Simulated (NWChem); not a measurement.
**C2H8Sn (SMILES [CH3][SnH2][CH3]): levels of theory compared**

Wanted: a comparison of 6 runs (HF/STO-3G, HF/3-21G, B3LYP/STO-3G, B2PLYP/STO-3G, CAM-B3LYP/def2-SVP, CCSD(T)/3-21G) of C2H8Sn. 

The calculation is run with NWChem 7.3.0.

### Step 1. The structure to begin with

C2H8Sn has 11 atoms, charge 0, and is taken as a singlet. SMILES: `[CH3][SnH2][CH3]`. The shape is that of a PBE0-D4/def2-TZVP optimisation.

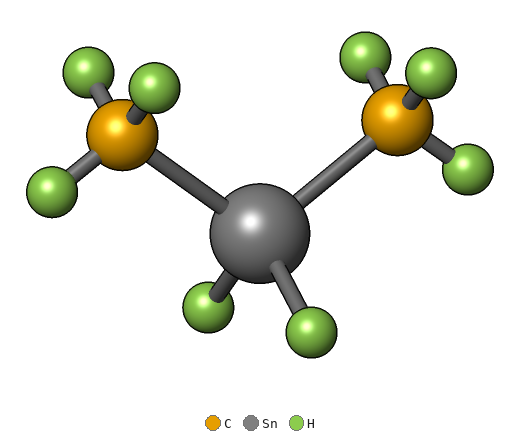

Viewed from a chosen angle; carbon amber, tin grey, hydrogen green.

### Step 2. Energy and forces at HF/STO-3G (run 1)

Contents of nw.nw:

```
start nw
title "C2H8Sn"
memory stack 880 mb heap 220 mb global 1100 mb

geometry units angstrom noautosym nocenter noautoz
C       -1.307400       1.130300      -0.468000
Sn      -0.265100      -0.733200      -0.293100
C        1.579900      -0.440400       0.755600
H       -2.247700       0.990800      -1.001600
H       -0.696200       1.849300      -1.014700
H       -1.521700       1.532000       0.522900
H        0.054000      -1.363500      -1.855300
H       -1.238300      -1.860000       0.557000
H        2.206000       0.271600       0.216700
H        1.382900      -0.050200       1.754700
H        2.118800      -1.383600       0.846500
end

basis spherical bse
* library STO-3G
end

scf
thresh 1e-08
maxiter 80
end

task scf gradient
```

Launch:

```sh
nwchem nw.nw > nw.out
```

The log of the run:

```text
[...]
  functions       =    45
[...]
  wavefunction    = RHF
[...]
         Total SCF energy =  -6042.796223787866
      One-electron energy =  -8900.528343330781
      Two-electron energy =   2583.583161720450
 Nuclear repulsion energy =    274.148957822464
        Time for solution =      4.7s
[...]
                         RHF ENERGY GRADIENTS
    atom               coordinates                        gradient
                 x          y          z           x          y          z
   1 C      -2.470628   2.135957  -0.884392   -0.007933   0.012119  -0.001666
   2 Sn     -0.500966  -1.385547  -0.553879    0.007555   0.020284   0.008227
   3 C       2.985578  -0.832235   1.427877    0.012727   0.000872   0.007056
   4 H      -4.247537   1.872341  -1.892750   -0.005967  -0.005139  -0.004265
   5 H      -1.315627   3.494670  -1.917505    0.008160   0.002040  -0.004673
   6 H      -2.875596   2.895060   0.988138    0.000531  -0.000928   0.009478
   7 H       0.102045  -2.576641  -3.506009    0.004629  -0.010662  -0.024613
   8 H      -2.340048  -3.514890   1.052577   -0.015433  -0.018365   0.012844
   9 H       4.168736   0.513250   0.409504    0.001278   0.005769  -0.007567
  10 H       2.613302  -0.094864   3.315902   -0.006336   0.002796   0.006617
  11 H       4.003951  -2.614625   1.599653    0.000790  -0.008785  -0.001439
[...]
```

Wall time 6.9 s (1 thread of Intel Xeon Platinum 8488C (Sapphire Rapids), shared host); peak memory 0.1 GiB.

### Step 3. Energy and gradient at HF/3-21G (run 2)

Contents of input.nw:

```
echo
start input
memory 2200 mb
charge 0

geometry noautosym nocenter noautoz
   C     -1.307400     1.130300    -0.468000
   Sn    -0.265100    -0.733200    -0.293100
   C      1.579900    -0.440400     0.755600
   H     -2.247700     0.990800    -1.001600
   H     -0.696200     1.849300    -1.014700
   H     -1.521700     1.532000     0.522900
   H      0.054000    -1.363500    -1.855300
   H     -1.238300    -1.860000     0.557000
   H      2.206000     0.271600     0.216700
   H      1.382900    -0.050200     1.754700
   H      2.118800    -1.383600     0.846500
end

basis spherical bse
   * library 3-21G
end

scf
   nopen 0
   rhf
   thresh 1e-08
   maxiter 80
   print low
end

task scf gradient
```

Launch:

```sh
nwchem input.nw > input.out
```

The log of the run:

```text
[...]
  functions       =    65
[...]
  wavefunction    = RHF
[...]
         Total SCF energy =  -6076.220331552023
      One-electron energy =  -8926.861835503207
      Two-electron energy =   2576.492546128719
 Nuclear repulsion energy =    274.148957822464
        Time for solution =      5.1s
[...]
                         RHF ENERGY GRADIENTS
    atom               coordinates                        gradient
                 x          y          z           x          y          z
   1 C      -2.470628   2.135957  -0.884392    0.005195  -0.008250   0.001151
   2 Sn     -0.500966  -1.385547  -0.553879    0.000198   0.000522   0.000220
   3 C       2.985578  -0.832235   1.427877   -0.008582  -0.000764  -0.004713
   4 H      -4.247537   1.872341  -1.892750   -0.003117  -0.002879  -0.002267
   5 H      -1.315627   3.494670  -1.917505    0.004051   0.001231  -0.002415
   6 H      -2.875596   2.895060   0.988138    0.000154  -0.000295   0.004800
   7 H       0.102045  -2.576641  -3.506009   -0.001650   0.003968   0.008987
   8 H      -2.340048  -3.514890   1.052577    0.005653   0.006779  -0.004638
   9 H       4.168736   0.513250   0.409504    0.000850   0.002958  -0.003758
  10 H       2.613302  -0.094864   3.315902   -0.003044   0.001440   0.003481
  11 H       4.003951  -2.614625   1.599653    0.000292  -0.004711  -0.000848
[...]
```

Wall time 7.2 s (1 thread of Intel Xeon Platinum 8488C (Sapphire Rapids), shared host); peak memory 0.1 GiB.

Run 3 isn't shown in full; the table further down has it.

### Step 4. A single-point energy at B2PLYP/STO-3G (run 4)

Contents of c2h8sn.xyz:

```xyz
11
C2H8Sn energy
C     -1.307400     1.130300    -0.468000
Sn    -0.265100    -0.733200    -0.293100
C      1.579900    -0.440400     0.755600
H     -2.247700     0.990800    -1.001600
H     -0.696200     1.849300    -1.014700
H     -1.521700     1.532000     0.522900
H      0.054000    -1.363500    -1.855300
H     -1.238300    -1.860000     0.557000
H      2.206000     0.271600     0.216700
H      1.382900    -0.050200     1.754700
H      2.118800    -1.383600     0.846500
```

Contents of c2h8sn.nw:

```
start c2h8sn
title "C2H8Sn energy"
memory stack 880 mb heap 220 mb global 1100 mb
charge 0
geometry noautosym nocenter noautoz
 load format xyz c2h8sn.xyz
end
basis spherical bse
 C library STO-3G
 Sn library STO-3G
 H library STO-3G
end
dft
 xc hfexch 0.53 becke88 0.47 lyp 0.73 mp2 0.27
 dftmp2 semidirect
 grid xfine
 convergence energy 1e-08
 maxiter 100
 mulliken
end
mp2
 freeze core 20
end
task dft energy
```

Launch:

```sh
nwchem c2h8sn.nw > c2h8sn.out
```

The log of the run:

```text
[...]
          Wavefunction type:  closed shell.
          No. of atoms     :    11
          No. of electrons :    70
[...]
          Charge           :     0
          Spin multiplicity:     1
[...]
          AO basis - number of functions:    45
[...]
              XC Information
              --------------
                     Hartree-Fock (Exact) Exchange  0.530
                    Becke 1988 Exchange Functional  0.470
              Lee-Yang-Parr Correlation Functional  0.730
[...]
 d= 0,ls=0.0,diis     1  -6044.7288462318 -6.32D+03  9.11D-03  8.53D-02     2.4
[...]
 d= 0,ls=0.0,diis     7  -6044.7457979776 -4.09D-11  3.62D-08  5.78D-13    13.5
         Total DFT energy =    -6044.745797977570
      One electron energy =    -8900.528127313779
           Coulomb energy =     2756.431908471419
    Exchange-Corr. energy =     -174.798536957675
 Nuclear repulsion energy =      274.148957822464
[...]
      Total Density - Mulliken Population Analysis
     ---------------------------------------------
    Atom       Charge   Shell Charges
 -----------   ------   -------------------------------------------------------
    1 C    6     6.39   1.99  1.24  3.16
    2 Sn  50    49.21   2.00  2.00  6.00  2.00  5.99  2.01  5.98  1.13  2.17 10.00  9.93
    3 C    6     6.39   1.99  1.24  3.16
    4 H    1     0.94   0.94
    5 H    1     0.94   0.94
    6 H    1     0.94   0.94
    7 H    1     1.17   1.17
    8 H    1     1.17   1.17
    9 H    1     0.94   0.94
   10 H    1     0.94   0.94
[...]
  Basis functions       =     45
[...]
```

Wall time 15 s (1 thread of Intel Xeon Platinum 8488C (Sapphire Rapids), shared host); peak memory 0.15 GiB.

Run 5 isn't shown in full; the table further down has it.

### Step 5. A single-point energy at CCSD(T)/3-21G (run 6)

Contents of work.xyz:

```xyz
11
C2H8Sn energy
C     -1.307400     1.130300    -0.468000
Sn    -0.265100    -0.733200    -0.293100
C      1.579900    -0.440400     0.755600
H     -2.247700     0.990800    -1.001600
H     -0.696200     1.849300    -1.014700
H     -1.521700     1.532000     0.522900
H      0.054000    -1.363500    -1.855300
H     -1.238300    -1.860000     0.557000
H      2.206000     0.271600     0.216700
H      1.382900    -0.050200     1.754700
H      2.118800    -1.383600     0.846500
```

Contents of work.nw:

```
start work
title "C2H8Sn energy"
memory stack 880 mb heap 220 mb global 1100 mb
geometry noautosym nocenter noautoz
 load work.xyz
end
basis spherical bse
 * library 3-21G
end
scf
 thresh 1e-08
 maxiter 80
end
ccsd
 freeze core 20
 maxiter 60
end
task ccsd(t) energy
```

Launch:

```sh
nwchem work.nw > work.out
```

The log of the run:

```text
[...]
  functions       =    65
[...]
  wavefunction    = RHF
[...]
         Total SCF energy =  -6076.220331552151
      One-electron energy =  -8926.861835505513
      Two-electron energy =   2576.492546130898
 Nuclear repulsion energy =    274.148957822464
        Time for solution =      5.3s
[...]
 Total MP2 energy:          -6076.459779296226770
[...]
             energy      energy      error      ampl     ampl      Block
                                                time     time      time
[...]
 Total CCSD energy:          -6076.503789116559346
[...]
 Total CCSD+T(CCSD) energy:          -6076.510095869004545
[...]
 Total CCSD(T) energy:               -6076.509839542720329
[...]
```

Run time: 44 s. Hardware: 1 thread of Intel Xeon Platinum 8488C (Sapphire Rapids), shared host; peak memory 0.16 GiB.

### Step 6. All runs side by side

| run | level | iteration cap | module | energy (Eh) | HOMO energy (eV) | LUMO energy (eV) | HOMO–LUMO gap (eV) | wall time |
| --- | --- | --- | --- | --- | --- | --- | --- | --- |
| 1 | HF/STO-3G | 80 | scf | -6042.796224 | -9.10 | 11.90 | 21.00 | 6.9 s |
| 2 | HF/3-21G | 80 | scf | -6076.220332 | – | – | – | 7.2 s |
| 3 | B3LYP/STO-3G | 100 | dft | -6045.441013 | – | – | – | 19 s |
| 4 | B2PLYP/STO-3G | 100 | dft | -6044.795158 | -7.22 | 8.77 | 16.00 | 15 s |
| 5 | CAM-B3LYP/def2-SVP (core potential) | 100 | dft | -295.163126 | -9.30 | 2.00 | 11.30 | 66 s |
| 6 | CCSD(T)/3-21G | 80 | ccsd(t) | -6076.509840 | -10.77 | 4.16 | 14.93 | 44 s |

### Step 7. Results

```
                                           quantity           value
                                run 6: total energy  -6076.50984 Eh
         run 6: HOMO energy (Hartree–Fock orbitals)       -10.77 eV
         run 6: LUMO energy (Hartree–Fock orbitals)         4.16 eV
       run 6: HOMO–LUMO gap (Hartree–Fock orbitals)        14.93 eV
run 6: correlation energy (20 core orbitals frozen)      -289.5 mEh
                              run 6: (T) correction       -6.05 mEh
```

What this shows: Over runs 1, 4, 5 the dipole moment (its size) runs from 0.02 D (B2PLYP/STO-3G) to 0.76 D (CAM-B3LYP/def2-SVP). The two ends differ in method and basis and core potential. The two dipoles point in opposite directions. A double hybrid's value is that of its SCF part. Over runs 1, 4, 5 the HOMO–LUMO gap runs from 11.30 eV (CAM-B3LYP/def2-SVP) to 21.00 eV (HF/STO-3G). Totals of different functionals can't be ranked against each other. Some runs of one species differ in core potentials or relativity; totals across that change don't compare. In runs 1, 3, 4 the basis is minimal, so the values are rough. In runs 1, 2, 3, 4, 6 relativity is left out where basis or elements ask for it. All runs together took 2.6 min, the longest 66 s.
